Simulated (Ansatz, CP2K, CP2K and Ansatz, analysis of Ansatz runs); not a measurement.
# Al5AgS8 (F-43m):V_S (site 1), a ladder of methods on one cell (CP2K and Ansatz)

We place the charge-transition levels of V_S (site 1) in Al5AgS8 (F-43m) with atom-centred orbitals, then repeat the energies at other levels of method to see what holds. Model: a cell of 56 host atoms with 1 S taken out.

Calculated with CP2K and Ansatz; CP2K Gaussian and plane waves DFT, PBEsol, SR-DZVP basis, GTH potentials; charged supercells in a uniform background, point-charge correction with alignment at far sites.

## Step 1: Set-up

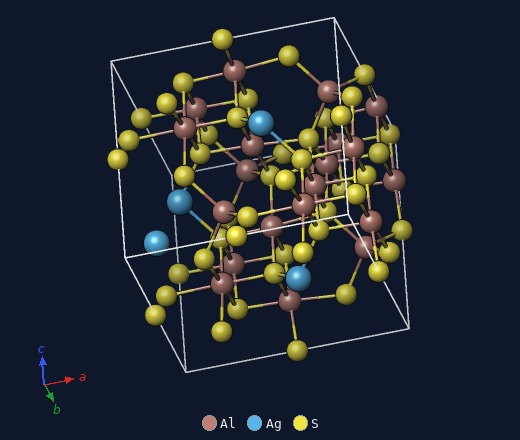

The starting structure, seen from a free direction (aluminium pink, silver blue, sulfur yellow). Bonds to atoms that aren't drawn are left out. Some periodic images of atoms are drawn too.

The cell holds 55 atoms: 20 Al, 4 Ag and 31 S. Cell: a = 10.072 Å, b = 10.072 Å, c = 10.072 Å, α = 90.0°, β = 90.0°, γ = 90.0°. It derives from Al5AgS8 (space group F-43m). Nearest the centre at fractional (0.633, 0.633, 0.633): Al20 at 2.32 Å, Al4 at 2.50 Å, Al12 at 2.50 Å, Al16 at 2.51 Å, S55 at 3.32 Å, S51 at 3.33 Å, S44 at 3.33 Å, S35 at 3.56 Å.

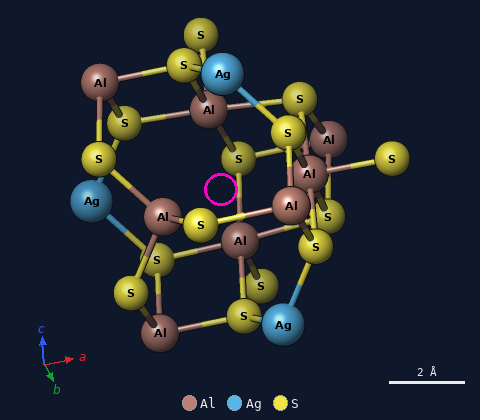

The atoms within 5 Å of the centre. A ring marks the centre wherever it is empty.

Coordinates:

```xyz
55
Lattice="10.0719 0.0000 0.0000 0.0000 0.0000 -10.0719 0.0000 10.0719 0.0000" Properties=species:S:1:pos:R:3 pbc="T T T"
Al    1.2016    6.2346   -3.8343
Al    1.1991    1.1968   -8.8748
Al    6.2386    1.1979   -3.8391
Al    6.2311    6.2336   -8.8708
Al    3.8422    8.8701   -3.8420
Al    3.8318    3.8371   -8.8730
Al    8.8747    3.8368   -3.8351
Al    8.8735    8.8709   -8.8742
Al    3.8349    6.2393   -1.1958
Al    3.8380    1.2007   -6.2337
Al    8.8710    1.1994   -1.1972
Al    8.8732    6.2353   -6.2336
Al    1.1958    8.8740   -1.2028
Al    1.2008    3.8346   -6.2311
Al    6.2318    3.8374   -1.1990
Al    6.2372    8.8779   -6.2422
Al   -0.0012    5.0342    0.0023
Al    0.0024   -0.0008   -5.0348
Al    5.0343    0.0016   -0.0013
Al    5.0368    5.0357   -5.0353
Ag    2.5221    2.5149   -2.5194
Ag    2.5120    7.5549   -7.5509
Ag    7.5522    7.5506   -2.5191
Ag    7.5569    2.5242   -7.5572
S     3.8887    3.8957   -1.1441
S     3.8934    8.9300   -6.1847
S     8.9258    8.9280   -1.1454
S     8.9291    3.8918   -6.1766
S     1.1428    1.1443   -1.1454
S     1.1437    6.1783   -6.1765
S     6.1781    6.1799   -1.1418
S     6.1809    1.1481   -6.1830
S     1.1462    3.8913   -3.8886
S     1.1438    8.9267   -8.9308
S     6.1849    8.9268   -3.8981
S     6.1751    3.8917   -8.9279
S     3.8963    1.1416   -3.8912
S     3.8884    6.1810   -8.9250
S     8.9298    6.1782   -3.8898
S     8.9282    1.1427   -8.9272
S     3.6940    8.7317   -1.3440
S     3.6934    3.6947   -6.3762
S     8.7277    3.6933   -1.3402
S     8.7317    8.7304   -6.3791
S     1.3405    6.3775   -1.3401
S     1.3443    1.3406   -6.3763
S     6.3767    1.3420   -1.3429
S     1.3443    8.7293   -3.6944
S     1.3397    3.6924   -8.7273
S     6.3774    3.6939   -3.6930
S     6.3785    8.7303   -8.7328
S     3.6955    6.3797   -3.6933
S     3.6930    1.3426   -8.7305
S     8.7318    1.3415   -3.6931
S     8.7293    6.3753   -8.7288
```

Screening for the image-charge correction: ε∞ = 6.84, ε0 = 11.47, computed on the host (DFPT, PBEsol (Ansatz)).

The cell's shortest repeat is 10.1 Å.

The lattice comes from a plane-wave relaxation (Ansatz, PBEsol).

## Step 2: Is the host at rest in this supercell?

The defect-free supercell is relaxed from atoms displaced by 0.05 Å at random. If the crystal tilts or distorts on its own, that energy would otherwise be counted to the defect.

cell.inp reads:

```
&GLOBAL
  PROJECT cell
  RUN_TYPE GEO_OPT
  PRINT_LEVEL LOW
&END GLOBAL
&FORCE_EVAL
  METHOD QS
  &DFT
    BASIS_SET_FILE_NAME BASIS_MOLOPT
    POTENTIAL_FILE_NAME GTH_POTENTIALS
    &MGRID
      CUTOFF 500
      REL_CUTOFF 45
      NGRIDS 5
    &END MGRID
    &QS
      METHOD GPW
      EPS_DEFAULT 1.0E-10
      EXTRAPOLATION USE_PREV_P
    &END QS
    &SCF
      SCF_GUESS ATOMIC
      EPS_SCF 1.0E-5
      MAX_SCF 150
      ADDED_MOS 16
      CHOLESKY OFF
      EPS_EIGVAL 1.0E-7
      &DIAGONALIZATION ON
        ALGORITHM STANDARD
      &END DIAGONALIZATION
      &MIXING ON
        METHOD BROYDEN_MIXING
        ALPHA 0.4
        BETA 1.5
        NBUFFER 8
      &END MIXING
      &SMEAR ON
        METHOD FERMI_DIRAC
        ELECTRONIC_TEMPERATURE [K] 116.045
      &END SMEAR
    &END SCF
    &XC
      &XC_FUNCTIONAL
        &GGA_X_PBE_SOL
        &END GGA_X_PBE_SOL
        &GGA_C_PBE_SOL
        &END GGA_C_PBE_SOL
      &END XC_FUNCTIONAL
    &END XC
    &PRINT
      &KPOINTS ON
      &END KPOINTS
      &MULLIKEN ON
        &EACH
          QS_SCF 0
          GEO_OPT 0
          CELL_OPT 0
          MD 0
        &END EACH
        ADD_LAST NUMERIC
      &END MULLIKEN
      &MO ON
        ENERGIES T
        OCCUPATION_NUMBERS T
        &EACH
          QS_SCF 0
          GEO_OPT 0
          CELL_OPT 0
          MD 0
        &END EACH
        ADD_LAST NUMERIC
      &END MO
    &END PRINT
  &END DFT
  &SUBSYS
    &CELL
      A 10.0719001295 0.0000000000 0.0000000000
      B 0.0000000000 10.0719001295 0.0000000000
      C 0.0000000000 0.0000000000 10.0719001295
      PERIODIC XYZ
    &END CELL
    &COORD
      Al  1.1452106256 3.8449422228 6.2399133689
      Al  1.2165224350 8.8457739154 1.2253668371
      Al  6.2791947271 3.8509690666 1.1962506840
      Al  6.2720046914 8.8556454583 6.2460074888
[... 46 atom lines left out ...]
      S   6.4049874657 3.6550759016 3.7175809257
      S   6.3368707984 8.7381174076 8.7430100029
      S   3.6905285460 3.6750962913 6.3343328662
      S   3.6770472013 8.7121447158 1.2997675649
      S   8.7310228218 3.6519473791 1.3784357354
      S   8.6988545896 8.7666804207 6.3720886497
    &END COORD
    &KIND Al
      BASIS_SET DZVP-MOLOPT-SR-GTH-q3
      POTENTIAL GTH-PBE-q3
    &END KIND
    &KIND Ag
      BASIS_SET DZVP-MOLOPT-SR-GTH-q11
      POTENTIAL GTH-PBE-q11
    &END KIND
    &KIND S
      BASIS_SET DZVP-MOLOPT-SR-GTH-q6
      POTENTIAL GTH-PBE-q6
    &END KIND
    &PRINT
      &ATOMIC_COORDINATES ON
      &END ATOMIC_COORDINATES
      &CELL ON
      &END CELL
    &END PRINT
  &END SUBSYS
  &PRINT
    &FORCES ON
    &END FORCES
  &END PRINT
&END FORCE_EVAL
&MOTION
  &GEO_OPT
    OPTIMIZER BFGS
    MAX_ITER 80
    MAX_FORCE [eV*angstrom^-1] 0.02
    RMS_FORCE [eV*angstrom^-1] 0.02
    MAX_DR 5.0E-2
    RMS_DR 3.0E-2
  &END GEO_OPT
  &PRINT
    &TRAJECTORY ON
    &END TRAJECTORY
    &CELL ON
    &END CELL
    &FORCES ON
    &END FORCES
    &RESTART OFF
    &END RESTART
    &RESTART_HISTORY OFF
    &END RESTART_HISTORY
  &END PRINT
&END MOTION
```

Command:

```bash
OMP_NUM_THREADS=1 mpirun -n 4 cp2k.psmp -i cell.inp -o cell.out
```

Numbers of over 12 decimals in the logs are rounded to 6 here.

The log of the run:

```text
CP2K| version string:                                       CP2K version 2026.2
 CP2K| Input file name                                                  cell.inp

[...]
GLOBAL| Basis set file name                                        BASIS_MOLOPT
 GLOBAL| Potential file name                                      GTH_POTENTIALS
[...]
GLOBAL| Project name                                                       cell
 GLOBAL| Run type                                                        GEO_OPT
[...]
GLOBAL| Total number of message passing processes                             4
 GLOBAL| Number of threads for this process                                    1
[...]
CELL| Volume [angstrom^3]:                                          1021.725499
 CELL| Vector a [angstrom]:      10.072     0.000     0.000   |a| =    10.071900
 CELL| Vector b [angstrom]:       0.000    10.072     0.000   |b| =    10.071900
 CELL| Vector c [angstrom]:       0.000     0.000    10.072   |c| =    10.071900
[...]
MO|    163               0.335155               9.120019               0.000000
 MO|    164               0.335191               9.121008               0.000000
 MO| Sum:                                                             296.000000
 MO| E(Fermi):            0.234013 a.u.          6.367807 eV
 MO| Band gap:            0.053751 a.u.          1.462650 eV

 !-----------------------------------------------------------------------------!
                     Mulliken Population Analysis

 #  Atom  Element  Kind  Atomic population                           Net charge
       1     Al       1          2.881084                              0.118916
       2     Al       1          2.880809                              0.119191
       3     Al       1          2.880685                              0.119315
[...]
55     S        3          6.160432                             -0.160432
      56     S        3          6.160290                             -0.160290
 # Total charge                            296.000000                 -0.000000

 !-----------------------------------------------------------------------------!

 ENERGY| Total FORCE_EVAL ( QS ) energy [hartree]           -517.075420
[key lines of the parts left out:]
Fermi energy:                                                 0.234013
Total energy (extrapolated to T->0):                       -517.075420
```

Elapsed: 2.5 min, on 4 MPI ranks of Arm Neoverse V1, shared host; peak memory 2.6 GiB.

After 7 steps the atoms stand at most 0.01 Å from their symmetric sites, so the symmetric structure holds.

## Step 3: Band edges

Levels are counted from the valence top, which comes from the defect-free supercell, zone centre alone; the energy of the host comes from the defect-free supercell at the defects' own k-points, so that the host's part of the sampling error cancels.

cell.inp reads:

```
&GLOBAL
  PROJECT cell
  RUN_TYPE ENERGY_FORCE
  PRINT_LEVEL LOW
&END GLOBAL
&FORCE_EVAL
  METHOD QS
  &DFT
    BASIS_SET_FILE_NAME BASIS_MOLOPT
    POTENTIAL_FILE_NAME GTH_POTENTIALS
    &MGRID
      CUTOFF 500
      REL_CUTOFF 45
      NGRIDS 5
    &END MGRID
    &QS
      METHOD GPW
      EPS_DEFAULT 1.0E-10
    &END QS
    &SCF
      SCF_GUESS ATOMIC
      EPS_SCF 1.0E-6
      MAX_SCF 150
      ADDED_MOS 16
      CHOLESKY OFF
      EPS_EIGVAL 1.0E-7
      &DIAGONALIZATION ON
        ALGORITHM STANDARD
      &END DIAGONALIZATION
      &MIXING ON
        METHOD BROYDEN_MIXING
        ALPHA 0.4
        BETA 1.5
        NBUFFER 8
      &END MIXING
      &SMEAR ON
        METHOD FERMI_DIRAC
        ELECTRONIC_TEMPERATURE [K] 116.045
      &END SMEAR
    &END SCF
    &XC
      &XC_FUNCTIONAL
        &GGA_X_PBE_SOL
        &END GGA_X_PBE_SOL
        &GGA_C_PBE_SOL
        &END GGA_C_PBE_SOL
      &END XC_FUNCTIONAL
    &END XC
    &PRINT
      &KPOINTS ON
      &END KPOINTS
      &MULLIKEN ON
        &EACH
          QS_SCF 0
          GEO_OPT 0
          CELL_OPT 0
          MD 0
        &END EACH
        ADD_LAST NUMERIC
      &END MULLIKEN
      &MO ON
        ENERGIES T
        OCCUPATION_NUMBERS T
        &EACH
          QS_SCF 0
          GEO_OPT 0
          CELL_OPT 0
          MD 0
        &END EACH
        ADD_LAST NUMERIC
      &END MO
      &E_DENSITY_CUBE ON
        STRIDE 2 2 2
        &EACH
          QS_SCF 0
          GEO_OPT 0
          CELL_OPT 0
          MD 0
        &END EACH
        ADD_LAST NUMERIC
      &END E_DENSITY_CUBE
      &V_HARTREE_CUBE ON
        STRIDE 2 2 2
        &EACH
          QS_SCF 0
          GEO_OPT 0
          CELL_OPT 0
          MD 0
        &END EACH
        ADD_LAST NUMERIC
      &END V_HARTREE_CUBE
    &END PRINT
  &END DFT
  &SUBSYS
    &CELL
      A 10.0719001295 0.0000000000 0.0000000000
      B 0.0000000000 10.0719001295 0.0000000000
      C 0.0000000000 0.0000000000 10.0719001295
      PERIODIC XYZ
    &END CELL
    &COORD
      Al  1.2016335446 3.8343038839 6.2345876874
      Al  1.1990715446 8.8748188839 1.1968356874
      Al  6.2386375446 3.8391108839 1.1978566874
      Al  6.2310595446 8.8707848839 6.2336196874
[... 46 atom lines left out ...]
      S   6.3774495446 3.6929578839 3.6938986874
      S   6.3784785446 8.7328158839 8.7302526874
      S   3.6955385446 3.6932948839 6.3797396874
      S   3.6929575446 8.7304538839 1.3426136874
      S   8.7317645446 3.6931488839 1.3414836874
      S   8.7293025446 8.7287508839 6.3752506874
    &END COORD
    &KIND Al
      BASIS_SET DZVP-MOLOPT-SR-GTH-q3
      POTENTIAL GTH-PBE-q3
    &END KIND
    &KIND Ag
      BASIS_SET DZVP-MOLOPT-SR-GTH-q11
      POTENTIAL GTH-PBE-q11
    &END KIND
    &KIND S
      BASIS_SET DZVP-MOLOPT-SR-GTH-q6
      POTENTIAL GTH-PBE-q6
    &END KIND
    &PRINT
      &ATOMIC_COORDINATES ON
      &END ATOMIC_COORDINATES
      &CELL ON
      &END CELL
    &END PRINT
  &END SUBSYS
  &PRINT
    &FORCES ON
    &END FORCES
  &END PRINT
&END FORCE_EVAL
```

Command:

```bash
OMP_NUM_THREADS=1 cp2k.psmp -i cell.inp -o cell.out
```

The log of the run:

```text
CP2K| version string:                                       CP2K version 2026.2
 CP2K| Input file name                                                  cell.inp

[...]
GLOBAL| Basis set file name                                        BASIS_MOLOPT
 GLOBAL| Potential file name                                      GTH_POTENTIALS
[...]
GLOBAL| Project name                                                       cell
 GLOBAL| Run type                                                   ENERGY_FORCE
[...]
GLOBAL| Total number of message passing processes                             1
 GLOBAL| Number of threads for this process                                    1
[...]
CELL| Volume [angstrom^3]:                                          1021.725499
 CELL| Vector a [angstrom]:      10.072     0.000     0.000   |a| =    10.071900
 CELL| Vector b [angstrom]:       0.000    10.072     0.000   |b| =    10.071900
 CELL| Vector c [angstrom]:       0.000     0.000    10.072   |c| =    10.071900
[...]
2     Al       1          2.880809                              0.119191
       3     Al       1          2.880658                              0.119342
[...]
55     S        3          6.160439                             -0.160439
      56     S        3          6.160301                             -0.160301
 # Total charge                            296.000000                 -0.000000

 !-----------------------------------------------------------------------------!

 ENERGY| Total FORCE_EVAL ( QS ) energy [hartree]           -517.075407

 FORCES| Atomic forces [hartree/bohr]
 FORCES|   Atom     x               y               z               |f|
 FORCES|      1 -2.07017317E-04  9.70105856E-06 -1.10907633E-04   2.35054851E-04
 FORCES|      2  4.11667317E-05 -1.75515931E-04  1.27782199E-04   2.20972469E-04
 FORCES|      3 -3.65338328E-05  4.23469790E-05  2.49468083E-05   6.12399445E-05
[...]
FORCES|     55 -6.36150585E-05  6.46922656E-05  4.37611792E-05   1.00732347E-04
 FORCES|     56 -9.83953428E-05 -3.04811334E-05  2.04158222E-04   2.28672960E-04
 FORCES| Sum    -7.17887377E-07  7.69304250E-08 -6.98508386E-07
 FORCES| Total atomic force                                       1.00458675E-06
[key lines of the parts left out:]
Fermi energy:                                                 0.234015
Total energy (extrapolated to T->0):                       -517.075484
```

The job ended after 2 min (1 thread; peak memory 1.8 GiB).

The gap at this level is 1.46 eV.

Test of the sampling: at the zone centre alone the host's energy lies 24 meV an atom above its value on a shifted 2×2×2 mesh, both taken in plane waves, a warning that formation energies at this sampling may be off by tenths of an eV.

(Part 1 of 5 ends here.)

[Logs are printed without paths, hosts, clocks, repeated set-up lines and the standing remarks that a program may print on its own settings, such as how far it seeks lower states.]

[Hosts, paths, dates, database ids (printed as entryN), source tags and the programs' standing remarks are cut or masked in the printed files.]

[For some hosts the program warned that the k-mesh of the response run may be too coarse for force constants and the static dielectric constant; such warnings are not shown here.]

[Charge tables in the logs are Mulliken or Hirshfeld populations, whose sizes and signs can differ; where basis functions stand at a vacancy, SIESTA counts their charge against the missing atom's valence.]

[In relaxation paths of CP2K, step 0 can be the structure after the first move, since the trajectory file begins there, and the last row can be the final structure solved once more.]
